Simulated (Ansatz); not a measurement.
```yaml
atoms:
  - { symbol: C, position_ang: [-1.5351, 0.4446, 0.3988] }
  - { symbol: Ge, position_ang: [0.2528, -0.0772, -0.0616] }
  - { symbol: O, position_ang: [1.3497, 0.0397, 1.3274] }
  - { symbol: O, position_ang: [0.9256, 0.9455, -1.3451] }
  - { symbol: O, position_ang: [0.3205, -1.7528, -0.6397] }
  - { symbol: H, position_ang: [-1.5071, 1.3282, 1.0511] }
  - { symbol: H, position_ang: [-2.0969, 0.6863, -0.5140] }
  - { symbol: H, position_ang: [-2.0374, -0.3783, 0.9256] }
  - { symbol: H, position_ang: [1.8314, -0.7856, 1.4535] }
  - { symbol: H, position_ang: [1.7855, 1.2968, -1.0877] }
  - { symbol: H, position_ang: [0.7764, -1.8041, -1.4876] }
```

Geometry: PBE0-D4/def2-SVP.

The calculation used Ansatz, isolated molecule in a Gaussian basis; Kohn-Sham density functional theory, functional PBE0.

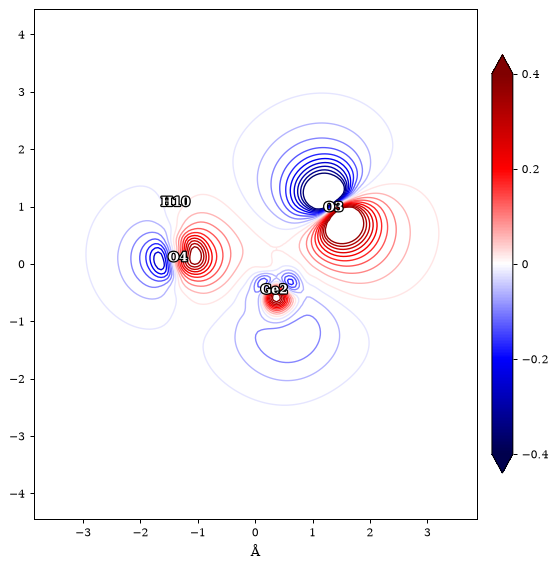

CH₆GeO₃. The HOMO on the plane of atoms Ge2, O4 and H10 (values in Å⁻³ᐟ²; the overall sign is arbitrary).

Q: Where does this orbital lie, and at what energy?

A: It lies mainly on O4 (about 20 %), O3 (about 20 %), O5 (about 20 %), C1 (about 15 %) and Ge2 (about 10 %). Its energy is −8.69 eV.
